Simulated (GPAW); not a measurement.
BH$_{2}$O: molecular dynamics (part 2 of 2)

BH$_{2}$O, multiplicity 2, SMILES B[O]; HCTH407/dzp, UKS, scalar-relativistic datasets (GPAW 26.7.0). The geometry comes from this level: PBE0-D4/def2-TZVP.

Geometry of the input (Å):
```
B  -0.0011  -0.0103  -0.0151
O  1.0253  -0.3408  0.6769
H  -1.0526  -0.5877  0.1516
H  0.0839  0.8785  -0.8336
```

**Trajectory as extended XYZ, continued**
```
4
Properties=species:S:1:pos:R:3:forces:R:3 step=25 time_fs=12.5 energy=-17.65718 temperature=325.6
B     5.5519    5.0544    5.2810    2.6627   1.7030   0.9103
O     6.5941    4.7417    6.0330   -1.3852   0.3672  -1.5625
H     4.4775    4.6739    5.5027   -1.8871  -1.1603   0.2663
H     5.3966    6.1203    4.5267    0.5920  -0.9090   0.3171
4
Properties=species:S:1:pos:R:3:forces:R:3 step=26 time_fs=13.0 energy=-17.67489 temperature=361.0
B     5.5488    5.0579    5.2788    2.7585   1.3867   1.1886
O     6.5965    4.7407    6.0343   -1.5989   0.4089  -1.6776
H     4.4724    4.6706    5.4993   -1.7672  -1.1477   0.2774
H     5.3976    6.1022    4.5345    0.5748  -0.6659   0.1491
4
Properties=species:S:1:pos:R:3:forces:R:3 step=27 time_fs=13.5 energy=-17.69727 temperature=404.5
B     5.5463    5.0617    5.2768    2.7006   0.9601   1.5144
O     6.5986    4.7398    6.0352   -1.7817   0.4434  -1.7673
H     4.4630    4.6646    5.4965   -1.5036  -1.0761   0.2577
H     5.4001    6.0825    4.5426    0.5450  -0.3476  -0.0688
4
Properties=species:S:1:pos:R:3:forces:R:3 step=28 time_fs=14.0 energy=-17.71624 temperature=440.9
B     5.5444    5.0657    5.2752    2.5294   0.4330   1.8826
O     6.6005    4.7389    6.0360   -1.9351   0.4728  -1.8345
H     4.4500    4.6560    5.4944   -1.1260  -0.9604   0.2195
H     5.4040    6.0619    4.5506    0.4978   0.0300  -0.3332
4
Properties=species:S:1:pos:R:3:forces:R:3 step=29 time_fs=14.5 energy=-17.72450 temperature=456.8
B     5.5431    5.0698    5.2740    2.2907  -0.1658   2.2781
O     6.6020    4.7381    6.0364   -2.0609   0.4981  -1.8813
H     4.4344    4.6451    5.4929   -0.7120  -0.8116   0.1661
H     5.4090    6.0414    4.5579    0.4434   0.4395  -0.6337
4
Properties=species:S:1:pos:R:3:forces:R:3 step=30 time_fs=15.0 energy=-17.71864 temperature=445.5
B     5.5423    5.0739    5.2733    2.0245  -0.7959   2.6775
O     6.6033    4.7374    6.0366   -2.1611   0.5210  -1.9096
H     4.4171    4.6323    5.4918   -0.2805  -0.6328   0.1147
H     5.4151    6.0220    4.5637    0.3741   0.8723  -0.9547
4
Properties=species:S:1:pos:R:3:forces:R:3 step=31 time_fs=15.5 energy=-17.69998 temperature=410.2
B     5.5419    5.0778    5.2732    1.7591  -1.4025   3.0461
O     6.6042    4.7368    6.0365   -2.2371   0.5398  -1.9199
H     4.3991    4.6180    5.4910    0.1376  -0.4440   0.0546
H     5.4222    6.0046    4.5673    0.2996   1.2692  -1.2630
4
Properties=species:S:1:pos:R:3:forces:R:3 step=32 time_fs=16.0 energy=-17.67548 temperature=364.4
B     5.5419    5.0814    5.2738    1.5103  -1.9187   3.3412
O     6.6048    4.7362    6.0361   -2.2898   0.5545  -1.9121
H     4.3814    4.6026    5.4904    0.5091  -0.2698  -0.0048
H     5.4300    5.9903    4.5678    0.2335   1.6030  -1.5174
4
Properties=species:S:1:pos:R:3:forces:R:3 step=33 time_fs=16.5 energy=-17.65502 temperature=326.7
B     5.5423    5.0846    5.2752    1.2802  -2.2888   3.5174
O     6.6051    4.7358    6.0354   -2.3172   0.5647  -1.8863
H     4.3650    4.5866    5.4899    0.8211  -0.0974  -0.0427
H     5.4384    5.9799    4.5649    0.1795   1.7987  -1.6693
4
Properties=species:S:1:pos:R:3:forces:R:3 step=34 time_fs=17.0 energy=-17.64726 temperature=313.3
B     5.5430    5.0872    5.2773    1.0651  -2.4751   3.5391
O     6.6050    4.7354    6.0344   -2.3179   0.5702  -1.8416
H     4.3505    4.5703    5.4893    1.0769   0.0699  -0.0759
H     5.4472    5.9737    4.5579    0.1441   1.8247  -1.7038
4
Properties=species:S:1:pos:R:3:forces:R:3 step=35 time_fs=17.5 energy=-17.65612 temperature=331.6
B     5.5439    5.0893    5.2802    0.8603  -2.4690   3.3921
O     6.6046    4.7351    6.0332   -2.2889   0.5700  -1.7766
H     4.3385    4.5541    5.4885    1.2689   0.2067  -0.1066
H     5.4565    5.9719    4.5469    0.1227   1.6835  -1.5911
4
Properties=species:S:1:pos:R:3:forces:R:3 step=36 time_fs=18.0 energy=-17.67987 temperature=377.7
B     5.5450    5.0909    5.2840    0.6635  -2.2979   3.0889
O     6.6038    4.7348    6.0317   -2.2269   0.5639  -1.6895
H     4.3296    4.5384    5.4876    1.4059   0.3244  -0.1264
H     5.4661    5.9741    4.5321    0.1189   1.3972  -1.3449
4
Properties=species:S:1:pos:R:3:forces:R:3 step=37 time_fs=18.5 energy=-17.71154 temperature=438.7
B     5.5462    5.0920    5.2884    0.4759  -2.0110   2.6650
O     6.6027    4.7347    6.0299   -2.1275   0.5511  -1.5790
H     4.3241    4.5235    5.4864    1.5037   0.4349  -0.1410
H     5.4760    5.9797    4.5141    0.1085   1.0017  -1.0017
4
Properties=species:S:1:pos:R:3:forces:R:3 step=38 time_fs=19.0 energy=-17.74325 temperature=499.7
B     5.5476    5.0926    5.2934    0.2964  -1.6624   2.1621
O     6.6012    4.7347    6.0279   -1.9881   0.5312  -1.4448
H     4.3222    4.5096    5.4848    1.5593   0.5314  -0.1512
H     5.4862    5.9877    4.4938    0.0983   0.5809  -0.6137
4
Properties=species:S:1:pos:R:3:forces:R:3 step=39 time_fs=19.5 energy=-17.76963 temperature=550.0
B     5.5490    5.0929    5.2989    0.1246  -1.3001   1.6257
O     6.5995    4.7347    6.0257   -1.8103   0.5047  -1.2920
H     4.3240    4.4970    5.4830    1.5834   0.5980  -0.1583
H     5.4967    5.9971    4.4719    0.0962   0.1663  -0.2247
4
Properties=species:S:1:pos:R:3:forces:R:3 step=40 time_fs=20.0 energy=-17.78782 temperature=584.2
B     5.5505    5.0928    5.3047   -0.0461  -0.9536   1.0935
O     6.5975    4.7348    6.0233   -1.5994   0.4705  -1.1271
H     4.3296    4.4858    5.4808    1.5689   0.6571  -0.1581
H     5.5074    6.0069    4.4496    0.0742  -0.1983   0.1487
4
Properties=species:S:1:pos:R:3:forces:R:3 step=41 time_fs=20.5 energy=-17.79792 temperature=602.8
B     5.5519    5.0926    5.3108   -0.2230  -0.6465   0.5789
O     6.5952    4.7350    6.0207   -1.3580   0.4288  -0.9525
H     4.3390    4.4763    5.4782    1.5184   0.7032  -0.1550
H     5.5182    6.0163    4.4277    0.0716  -0.4964   0.4790
4
Properties=species:S:1:pos:R:3:forces:R:3 step=42 time_fs=21.0 energy=-17.80210 temperature=609.5
B     5.5533    5.0922    5.3171   -0.3980  -0.3762   0.0963
O     6.5928    4.7352    6.0179   -1.0895   0.3766  -0.7671
H     4.3520    4.4684    5.4754    1.4302   0.7303  -0.1437
H     5.5293    6.0244    4.4070    0.0446  -0.7358   0.7441
4
Properties=species:S:1:pos:R:3:forces:R:3 step=43 time_fs=21.5 energy=-17.80261 temperature=609.2
B     5.5546    5.0917    5.3233   -0.5557  -0.1377  -0.3451
O     6.5901    4.7355    6.0151   -0.7866   0.3107  -0.5581
H     4.3684    4.4623    5.4722    1.3079   0.7346  -0.1407
H     5.5404    6.0308    4.3881    0.0239  -0.9067   0.9665
4
Properties=species:S:1:pos:R:3:forces:R:3 step=44 time_fs=22.0 energy=-17.80146 temperature=605.3
B     5.5558    5.0912    5.3295   -0.6989   0.0799  -0.7506
O     6.5874    4.7359    6.0122   -0.4426   0.2381  -0.3196
H     4.3880    4.4580    5.4687    1.1270   0.7069  -0.1296
H     5.5516    6.0350    4.3716   -0.0037  -1.0215   1.1356
4
Properties=species:S:1:pos:R:3:forces:R:3 step=45 time_fs=22.5 energy=-17.79888 temperature=599.0
B     5.5568    5.0908    5.3355   -0.8185   0.2898  -1.1278
O     6.5846    4.7362    6.0093   -0.0649   0.1629  -0.0624
H     4.4102    4.4553    5.4649    0.8844   0.6490  -0.1101
H     5.5628    6.0368    4.3579   -0.0222  -1.0923   1.2559
4
Properties=species:S:1:pos:R:3:forces:R:3 step=46 time_fs=23.0 energy=-17.79458 temperature=589.6
B     5.5576    5.0903    5.3412   -0.9031   0.5016  -1.4773
O     6.5818    4.7366    6.0063    0.3311   0.0850   0.2053
H     4.4345    4.4542    5.4610    0.6039   0.5480  -0.0870
H     5.5739    6.0360    4.3472   -0.0459  -1.1223   1.3312
4
Properties=species:S:1:pos:R:3:forces:R:3 step=47 time_fs=23.5 energy=-17.78733 temperature=574.5
B     5.5583    5.0900    5.3466   -0.9340   0.7231  -1.7986
O     6.5791    4.7371    6.0034    0.7238   0.0049   0.4650
H     4.4603    4.4544    5.4568    0.2584   0.4189  -0.0559
H     5.5849    6.0324    4.3397   -0.0641  -1.1177   1.3735
4
Properties=species:S:1:pos:R:3:forces:R:3 step=48 time_fs=24.0 energy=-17.77550 temperature=551.3
B     5.5587    5.0899    5.3517   -0.9044   0.9597  -2.0895
O     6.5764    4.7375    6.0005    1.1027  -0.0834   0.7032
H     4.4867    4.4556    5.4525   -0.1246   0.2486  -0.0285
H     5.5958    6.0262    4.3355   -0.0972  -1.0894   1.3841
4
Properties=species:S:1:pos:R:3:forces:R:3 step=49 time_fs=24.5 energy=-17.75796 temperature=517.3
B     5.5590    5.0899    5.3562   -0.8184   1.2075  -2.3488
O     6.5740    4.7379    5.9978    1.4667  -0.1803   0.9242
H     4.5128    4.4573    5.4482   -0.5902   0.0298   0.0083
H     5.6064    6.0173    4.3347   -0.1180  -1.0341   1.3715
4
Properties=species:S:1:pos:R:3:forces:R:3 step=50 time_fs=25.0 energy=-17.73481 temperature=473.7
B     5.5590    5.0903    5.3602   -0.6889   1.4551  -2.5673
O     6.5717    4.7383    5.9952    1.8080  -0.2817   1.1326
H     4.5375    4.4591    5.4439   -1.0504  -0.2186   0.0481
H     5.6168    6.0060    4.3371   -0.1340  -0.9504   1.3222
```

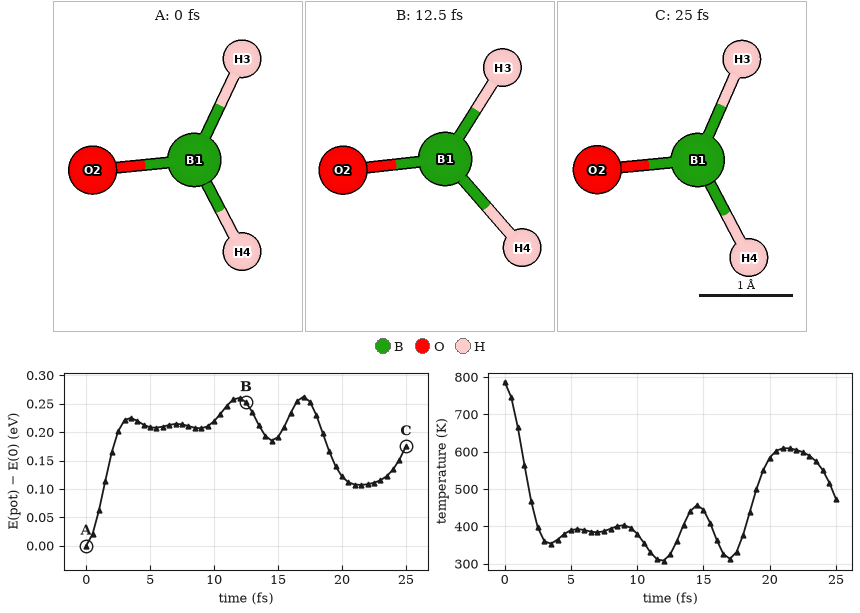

*Frames of the molecular dynamics (ball-and-stick, seen at a tilt) above the curves, on which the letters mark them.*

The trajectory kept here has 51 frames over 25 fs. The temperature starts at 788 K, ranges from 309 to 788 K and averages 476 K over the second half. The potential energy ends 0.175 eV above its first value. After an unweighted best fit of the last frame on the first, the root-mean-square displacement is 0.08 Å.

**Results in brief**

```csv
quantity,value
outcome,finished
mean temperature over the second half,476 K
trajectory,"51 frames kept, 25 fs"
basis functions (step not recorded),36
hardware,"1 thread of Arm Neoverse V1, 24 GiB of memory available, shared host"
wall time,7.8 min
peak memory,0.58 GiB
```

**Remarks**

Further notes kept with the run: datasets made with stock radii, not tested. So short a trajectory is not equilibrated.
